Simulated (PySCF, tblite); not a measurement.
# C6H5ClNO radical: geometry, infrared bands and EPR parameters

What infrared bands and EPR parameters should C6H5ClNO radical (`COc1[c]cnc(Cl)c1`) show?

Programs: tblite 0.8.0 and PySCF 2.14.0, with density-fitted response routines of our own. Each step states its level of theory. These are calculated values for one molecule in the gas phase, unless marked as measured. Atoms count from 0, in the outputs and in this text.

### Step 1. Starting geometry

14 atoms, charge 0, multiplicity 2; geometry from: force field or distance geometry start.

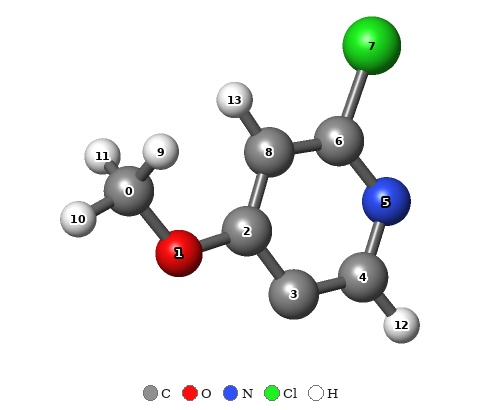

The starting geometry (carbon grey, oxygen red, nitrogen blue, chlorine green, hydrogen white), atoms numbered; sticks join atoms by distance.

### Step 2. Geometry optimisation with GFN2-xTB

Job settings and geometry (Å):

```
{"job": {"kind": "relax", "xc": "GFN2-xTB", "basis": "xTB"}, "charge": 0, "multiplicity": 2}
C     -2.424900     0.214100     0.074400
O     -1.522600    -0.867400     0.070700
C     -0.183700    -0.574000    -0.072800
C      0.656300    -1.667000    -0.071800
C      2.015400    -1.460600    -0.208400
N      2.568000    -0.240400    -0.379700
C      1.719600     0.806200    -0.388000
Cl     2.472500     2.338400    -0.587300
C      0.349900     0.698200    -0.239100
H     -2.240600     0.900100     0.911500
H     -3.442700    -0.193100     0.208200
H     -2.416200     0.741500    -0.882300
H      2.705200    -2.292800    -0.200900
H     -0.256800     1.596200    -0.261600
```

On the command line:

```
$ OMP_NUM_THREADS=1 python probes_run.py task.json out
```

One launch serves the whole session: the jobs run in the order shown.

**Question.** This job is followed by: GFN2-xTB harmonic vibrations, gas phase; UKS B3LYP, pcH-1 on C Cl H N O, non-relativistic, mean-field spin-orbit, GIAO. Predict these results of the whole session: strongest single infrared mode (GFN2-xTB); zero-point energy (GFN2-xTB); g(iso) (B3LYP); ⟨S²⟩; largest a(iso) (averaged by class); surface potential, least and greatest.

The runs gave:

```
                                 quantity                  value
strongest single infrared mode (GFN2-xTB)  1456 cm⁻¹, 410 km/mol
             zero-point energy (GFN2-xTB)          59.7 kcal/mol
                           g(iso) (B3LYP)                2.00213
                                     ⟨S²⟩     0.757 (exact 0.75)
       largest a(iso) (averaged by class)   13C on C3, 392.2 MHz
    surface potential, least and greatest     -1.54 V and 1.34 V
```

What this shows: The optimisation took 17 steps and gained 0.149 eV; among the close pairs (by a distance rule), O1–C2 changed most, from 1.378 to 1.341 Å. No mode is imaginary among the 36: a minimum at this level. The strongest single mode, at 1456 cm⁻¹, is carried by C2, C8, N5. Unscaled tight-binding wavenumbers are off by several per cent, some by more. Its intensities can rank the bands wrongly. C3 carries the largest spin population, 0.99 e. The isotropic g lies 0.2 ppt below the free-electron value.
